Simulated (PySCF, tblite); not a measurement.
# C₅H₆ClF− (doublet): geometry, infrared bands and EPR parameters

Aim: predict the infrared bands and EPR parameters of C₅H₆ClF− (doublet) (`[CH2-][C]1[C@@H](C)[C@]1(F)Cl`).

The runs use tblite 0.8.0 and PySCF 2.14.0, with density-fitted response routines of our own; the level of theory stands in each step. All values are computed, except where a source is named. Atoms count from 0, in the outputs and in this text.

## (1) Starting geometry

13 atoms, charge -1, multiplicity 2; geometry from: force field or distance geometry start.

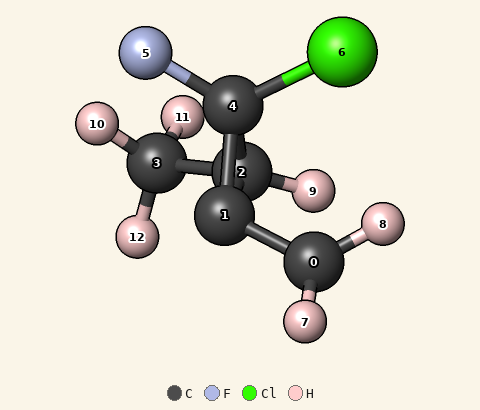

As it starts; carbon dark grey, fluorine light blue, chlorine green, hydrogen pink, atoms numbered.

## (2) Relaxing the molecule with GFN2-xTB

What the job is given:

```
{"job": {"kind": "relax", "xc": "GFN2-xTB", "basis": "xTB"}, "charge": -1, "multiplicity": 2}
C      0.461400     1.532500     1.422000
C     -0.230600     0.982000     0.224100
C     -0.113300    -0.534900     0.116100
C     -1.182000    -1.301600    -0.612500
C      0.698600     0.343100    -0.789600
F      0.299200     0.469500    -2.128400
Cl     2.421600     0.482600    -0.431100
H      0.093000     2.448200     1.858000
H      1.449700     1.179800     1.662300
H      0.323200    -1.016900     1.003000
H     -1.318300    -0.886000    -1.610500
H     -0.801500    -2.348900    -0.741000
H     -2.105100    -1.349100     0.009700
```

Run with:

```
OMP_NUM_THREADS=1 python probes_run.py task.json out
```

One launch serves the whole session: the jobs run in the order shown.

What it wrote:

```text
step      E/eV     max force
  0    -627.92402    2.225
  1    -628.13382    1.408
  2    -628.33390    1.223
  3    -628.43491    0.955
  4    -628.50507    0.595
  5    -628.53225    0.544
  6    -628.56777    0.606
  7    -628.60398    0.556
  8    -628.63355    0.510
  9    -628.66244    0.612
 10    -628.69666    0.651
 11    -628.74675    0.739
 12    -628.83381    1.064
 13    -628.94040    1.365
 14    -629.07579    1.491
 15    -629.19133    0.935
 16    -629.24418    1.328
 17    -629.31608    0.883
 18    -629.37265    0.801
 19    -629.48454    1.017
 20    -629.58550    1.120
 21    -629.70067    1.105
 22    -629.75315    1.305
 23    -629.84260    1.043
 24    -629.91310    0.706
 25    -629.95964    0.514
 26    -629.97939    0.370
 27    -629.99605    0.388
 28    -630.01350    0.375
 29    -630.02998    0.371
 30    -630.04419    0.291
 31    -630.05365    0.242
 32    -630.06204    0.291
 33    -630.07039    0.236
 34    -630.07807    0.212
 35    -630.08377    0.186
 36    -630.08785    0.182
 37    -630.09128    0.143
 38    -630.09454    0.120
 39    -630.09701    0.106
 40    -630.09911    0.116
 41    -630.10145    0.107
 42    -630.10368    0.104
 43    -630.10544    0.116
 44    -630.10689    0.109
 45    -630.10858    0.114
 46    -630.11092    0.110
 47    -630.11352    0.125
 48    -630.11558    0.116
 49    -630.11698    0.083
 50    -630.11805    0.073
 51    -630.11887    0.063
 52    -630.11940    0.064
 53    -630.11972    0.048
 54    -630.11993    0.036
 55    -630.12013    0.031
 56    -630.12031    0.044
 57    -630.12049    0.048
 58    -630.12070    0.044
 59    -630.12095    0.046
 60    -630.12120    0.040
 61    -630.12145    0.040
 62    -630.12168    0.039
 63    -630.12195    0.041
 64    -630.12228    0.052
 65    -630.12271    0.069
 66    -630.12323    0.075
 67    -630.12391    0.068
 68    -630.12473    0.072
 69    -630.12552    0.071
 70    -630.12606    0.053
 71    -630.12630    0.053
 72    -630.12649    0.041
 73    -630.12671    0.037
 74    -630.12699    0.024
 75    -630.12706    0.028
 76    -630.12718    0.032
 77    -630.12732    0.031
 78    -630.12757    0.038
 79    -630.12787    0.047
 80    -630.12812    0.046
 81    -630.12830    0.040
 82    -630.12848    0.040
 83    -630.12873    0.044
 84    -630.12903    0.043
 85    -630.12925    0.036
 86    -630.12936    0.020
 87    -630.12940    0.016
 88    -630.12945    0.014
 89    -630.12950    0.014
 90    -630.12952    0.011
 91    -630.12954    0.009
```

Run time: 1.6 s. Hardware: 1 thread of Intel Xeon at 2.50GHz, shared host.

Step by step: (not every step is listed)

```
step  energy from step 0 (eV)  largest force (eV/Å)
   0                   0.0000                2.2251
   1                  -0.2098                1.4077
   2                  -0.4099                1.2235
   3                  -0.5109                0.9550
   4                  -0.5811                0.5949
   5                  -0.6082                0.5440
   6                  -0.6437                0.6059
   7                  -0.6800                0.5558
   8                  -0.7095                0.5099
  15                  -1.2673                0.9351
  22                  -1.8291                1.3052
  29                  -2.1060                0.3710
  36                  -2.1638                0.1825
  43                  -2.1814                0.1156
  50                  -2.1940                0.0727
  57                  -2.1965                0.0484
  64                  -2.1983                0.0517
  71                  -2.2023                0.0532
  78                  -2.2035                0.0376
  85                  -2.2052                0.0356
  86                  -2.2053                0.0203
  87                  -2.2054                0.0162
  88                  -2.2054                0.0142
  89                  -2.2055                0.0142
  90                  -2.2055                0.0106
  91                  -2.2055                0.0092
```

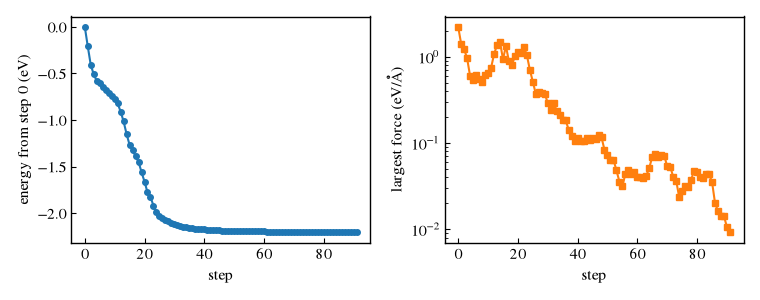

Energy and force, step by step.

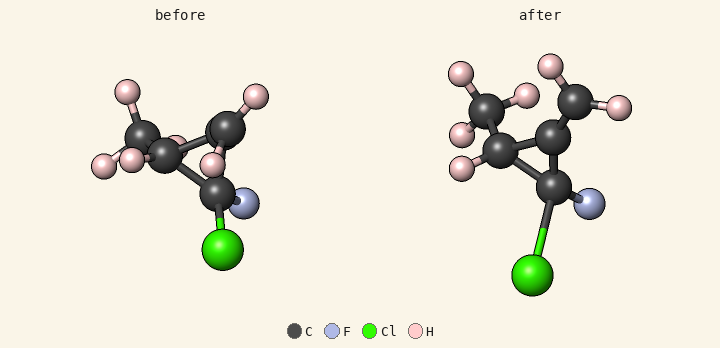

The geometry before (left) and after (right).

Distances of close pairs at the start and the end, largest changes first:

```csv
bond,before (Å),after (Å),change (Å)
C4–Cl6,1.765,2.364,+0.599
C0–C1,1.489,1.338,-0.151
C1–C4,1.516,1.385,-0.131
C4–F5,1.403,1.355,-0.048
C3–H11,1.122,1.091,-0.031
C1–C2,1.525,1.501,-0.024
C3–H12,1.114,1.092,-0.023
C2–C3,1.504,1.521,+0.017
```

The final coordinates are the input of the step that follows.

## (3) Vibrational analysis with GFN2-xTB

What the job is given:

```
{"job": {"kind": "ir", "xc": "GFN2-xTB", "basis": "xTB"}, "charge": -1, "multiplicity": 2}
C      0.151557     1.686737     1.276510
C      0.342666     0.731129     0.359540
C      0.087877    -0.705692     0.006592
C     -1.308377    -1.121255    -0.429699
C      0.927283     0.228336    -0.791175
F      0.804957     0.582006    -2.093609
Cl     3.195324    -0.410409    -0.600254
H     -0.380648     1.488566     2.193865
H      0.533813     2.684120     1.134380
H      0.618926    -1.489828     0.544393
H     -1.782210    -0.315235    -0.988427
H     -1.266074    -2.004865    -1.067422
H     -1.929480    -1.353125     0.437579
```

What it wrote:

```text
mode    cm-1     km/mol
  1      81.3      1.26
  2     104.2      0.79
  3     141.1      0.08
  4     155.6     16.19
  5     166.6      1.20
  6     219.7      4.93
  7     245.9     28.37
  8     413.8     24.97
  9     491.5      4.21
 10     510.4      9.44
 11     605.8     28.07
 12     680.9     30.37
 13     741.2     37.64
 14     851.0     45.88
 15     899.1     30.10
 16     992.0     32.94
 17    1023.7     17.57
 18    1067.3      2.45
 19    1085.7      2.98
 20    1172.0     10.69
 21    1290.9     49.30
 22    1335.8     86.33
 23    1392.7      2.30
 24    1447.9     14.04
 25    1502.4      1.15
 26    1506.6      1.27
 27    1781.9    117.93
 28    2948.9     31.29
 29    2967.3     77.55
 30    2990.9     74.29
 31    3014.4     45.90
 32    3058.4     75.57
 33    3083.0     85.74
```

Run time: 1.1 s. Hardware: 1 thread of Intel Xeon at 2.50GHz, shared host.

Which atoms move in the most intense modes:

| cm⁻¹ | km/mol | atoms |
| --- | --- | --- |
| 1291 | 49.3 | H9 40 %, C4 24 %, C2 16 % |
| 1336 | 86.3 | C4 27 %, C2 23 %, H8 11 %, H7 11 % |
| 1782 | 117.9 | C1 63 %, C0 16 %, C4 15 % |
| 2967 | 77.5 | H12 84 % |
| 2991 | 74.3 | H11 84 % |
| 3014 | 45.9 | H10 92 % |
| 3058 | 75.6 | H7 87 % |
| 3083 | 85.7 | H8 86 % |

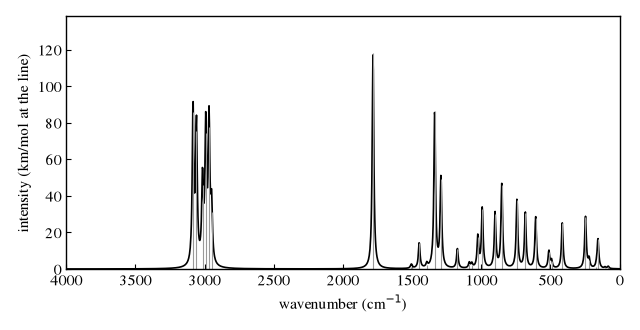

The infrared spectrum from these modes, unscaled. Lines are broadened to a width of 14 cm⁻¹ (Lorentzian).

## (4) g tensor and hyperfine couplings: B3LYP/pcH-1

The job, as its differences from that of step 3:

```diff
@@ -1,2 +1,2 @@
-{"job": {"kind": "ir", "xc": "GFN2-xTB", "basis": "xTB"}, "charge": -1, "multiplicity": 2}
+{"job": {"kind": "epr", "basis": "pcH-1"}, "charge": -1, "multiplicity": 2}
 C      0.151557     1.686737     1.276510
```

Method: UKS B3LYP, pcH-1 on C Cl F H, non-relativistic, mean-field spin-orbit, GIAO.

What it wrote:

```text
UKS, coarse grid
  cycle   1  E = -754.02724003  |g| = 4.77e-01
  cycle   2  E = -753.98125608  |g| = 6.20e-01
  cycle   3  E = -754.13550650  |g| = 1.13e-01
  cycle   4  E = -754.14047536  |g| = 6.16e-02
  cycle   5  E = -754.14231935  |g| = 1.52e-02
  cycle   6  E = -754.14243674  |g| = 5.99e-03
  cycle   7  E = -754.14246195  |g| = 1.57e-03
  cycle   8  E = -754.14246527  |g| = 1.37e-03
  cycle   9  E = -754.14246649  |g| = 3.91e-04
UKS, final grid
  cycle   1  E = -754.14250048  |g| = 5.30e-04
  cycle   2  E = -754.14250028  |g| = 8.96e-04
  cycle   3  E = -754.14250063  |g| = 6.23e-05
  cycle   4  E = -754.14250064  |g| = 3.88e-05
  cycle   5  E = -754.14250064  |g| = 2.80e-05
E = -754.14250064 Eh   <S^2> = 0.7608 (exact 0.7500)
g shifts (ppm)      1          2          3
  rmc          -219       -219       -219
  gc             18         35         42
  oz_so          19       7657       9994
  total        -182       7473       9816
hyperfine (MHz)  atom isotope    a_iso     a_fc   dipolar eigenvalues
    0   13C      28.56      28.59    -29.77    -29.03     58.80
    1   13C     -17.26     -17.25    -14.04      3.22     10.83
    2   13C     -18.08     -18.09     -1.76     -1.35      3.11
    3   13C      33.16      33.17     -2.26     -2.12      4.37
    4   13C     287.68     287.72    -43.74    -40.54     84.28
    5   19F      41.02      41.32    -92.26    -62.59    154.85
    6  35Cl      79.30      77.80    -40.10    -39.49     79.59
    7    1H     -23.34     -23.34    -14.73      0.23     14.49
    8    1H     -23.28     -23.29    -13.47      0.02     13.45
    9    1H      63.36      63.35     -3.11     -2.18      5.29
   10    1H      -2.05      -2.05     -2.30     -1.30      3.60
   11    1H      -4.10      -4.10     -1.99     -1.28      3.26
   12    1H       2.74       2.74     -1.74     -0.87      2.61
```

It took 2.3 min on 1 thread of Intel Xeon at 2.50GHz, shared host; peak memory 0.9 GiB.

Principal g values 2.00214, 2.00979, 2.01214; g(iso) = 2.00802, against 2.00232 for a free electron.

Hyperfine couplings; where a row names several nuclei, a(iso) is their mean (it holds for fast rotation or exchange) and the dipolar term the largest among them:

```csv
nuclei,isotope,a(iso) (MHz),"a(iso) (G, at g = 2.0023)",largest dipolar term (MHz)
C4,13C,287.7,102.7,84.3
Cl6,35Cl,79.3,28.3,79.6
H9,1H,63.4,22.6,5.3
F5,19F,41.0,14.6,154.8
C3,13C,33.2,11.8,4.4
C0,13C,28.6,10.2,58.8
"H7, H8",1H,-23.3,-8.3,-14.7
C2,13C,-18.1,-6.5,3.1
C1,13C,-17.3,-6.2,-14.0
"H10, H11, H12",1H,-1.1,-0.4,3.6
```

Mulliken spin populations:

C0 0.42; C1 -0.08; C2 -0.03; C3 0.02; C4 0.42; F5 0.02; Cl6 0.22; H7 -0.02; H8 -0.02; H9 0.05; H10 0.00; H11 0.00; H12 0.00

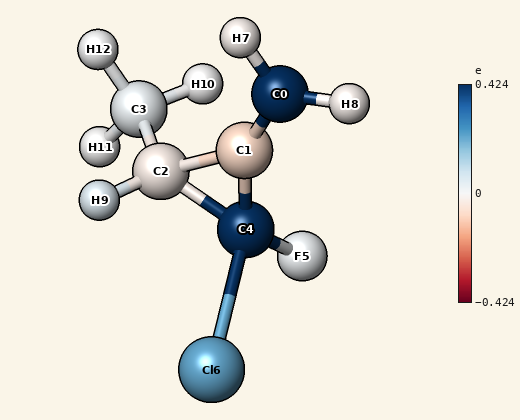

Mulliken spin populations, as colours on the atoms.

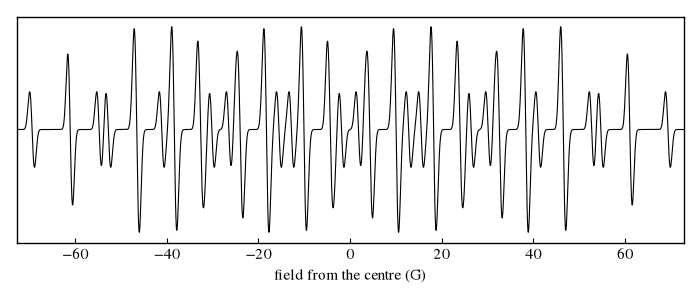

First-order isotropic spectrum (first derivative, main isotopes with spin only, couplings over 0.8 MHz, Gaussian width 0.3 G; couplings of the frozen geometry, rotation of groups not averaged beyond the rows shown).

Orbitals, density, ELF and potential are computed afterwards from the orbital file.

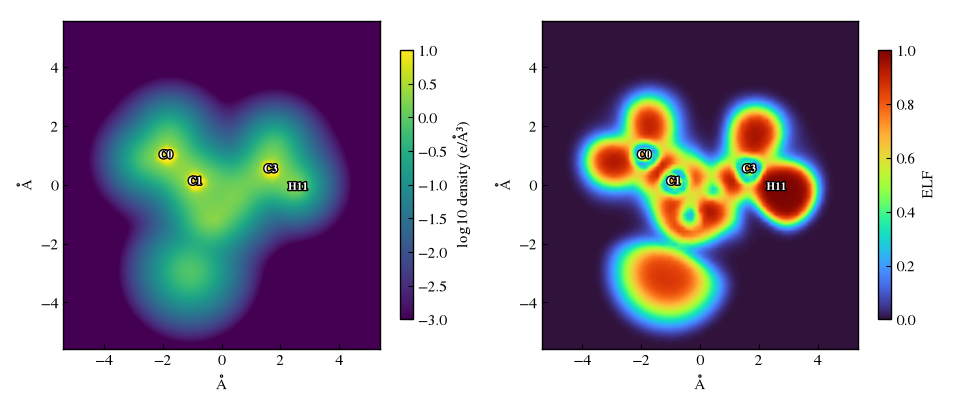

Density (left) and ELF (right) in a plane through or near 4 of the atoms.

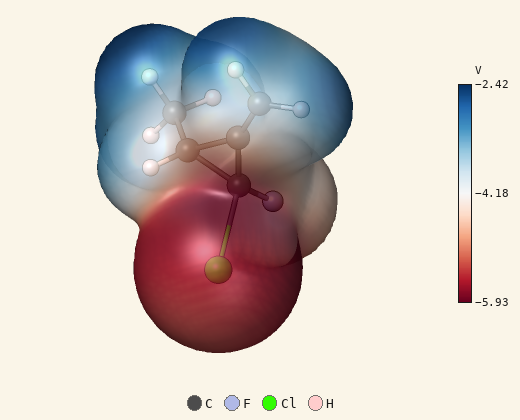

Electrostatic potential on the surface of density 0.002 e/bohr³; red is low, blue high. It runs, from the 1st to the 99th percentile, from -5.93 V near Cl6 to -2.42 V near H12.

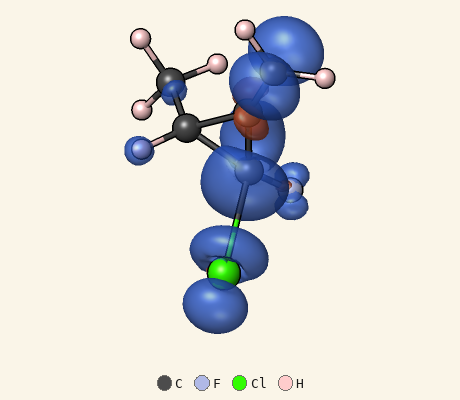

Spin density at ±0.03 e/Å³ (alpha excess blue, beta excess red).

## (5) Summary of results

| quantity | value |
| --- | --- |
| strongest single infrared mode (GFN2-xTB) | 1782 cm⁻¹, 118 km/mol |
| zero-point energy (GFN2-xTB) | 57.1 kcal/mol |
| g(iso) (B3LYP) | 2.00802 |
| ⟨S²⟩ | 0.761 (exact 0.75) |
| largest a(iso) (averaged by class) | 13C on C4, 287.7 MHz |

What this shows: The optimisation took 91 steps and gained 2.206 eV; among the close pairs (by a distance rule), C4–Cl6 changed most, from 1.765 to 2.364 Å. No mode is imaginary among the 33: a minimum at this level. The strongest single mode, at 1782 cm⁻¹, moves mainly C1. GFN2-xTB is a fitted tight-binding method: band positions and strengths are rough. Its intensities can rank the bands wrongly. The largest spin populations lie on C0 (0.42 e), C4 (0.42 e). The isotropic g lies 5.7 ppt above the free-electron value.
